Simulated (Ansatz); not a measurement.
Fluorite CdF2 was calculated with PBE-D4 (PAW; Ansatz, a program for electronic structure).

Run with plane-wave cutoff 520 eV, 12×12×12 k mesh, Fermi–Dirac smearing 0.01 eV, scalar-relativistic PAW data made under PBE.

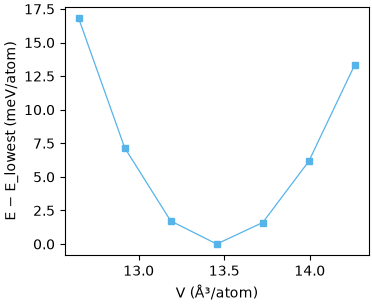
Figure: Total energy against volume

From the curve, estimate the equilibrium volume and the bulk modulus.

V0 ≈ 13.5 Å³/atom and B0 ≈ 99 GPa; the fit gives V0 = 13.456 Å³/atom, B0 = 98.8 GPa, B′ = 4.8.

Static lattice: no zero-point or thermal effects.
